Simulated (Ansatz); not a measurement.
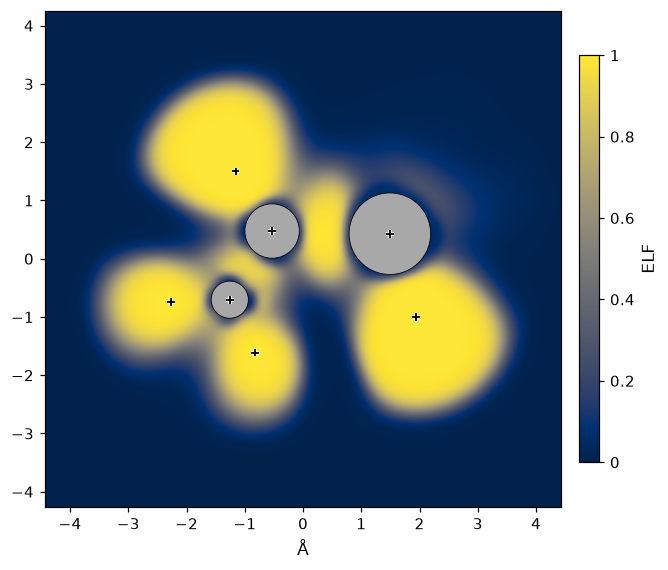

The ELF on a plane through atoms (crosses mark nuclei in the plane; grey discs cover the cores).

Method: RKS PBE0-D4/def2-TZVPP in Ansatz.

Candidates:
A. BH7N2Si (SMILES NB[SiH2]N)
B. AsH3OSi (SMILES O1[SiH2][AsH]1)
C. C3H6Si (SMILES C1=C[SiH2]C1)

Which system is this?

Candidate A: BH7N2Si on the plane of atoms B2, Si3 and H9, which holds N, B, Si and H. B–N (1.39 Å): the ELF peaks at about 0.90 between the atoms; a short, strongly polar bond. Si–B (2.02 Å): the ELF peaks at about 1 between the atoms, as expected for a covalent bond.
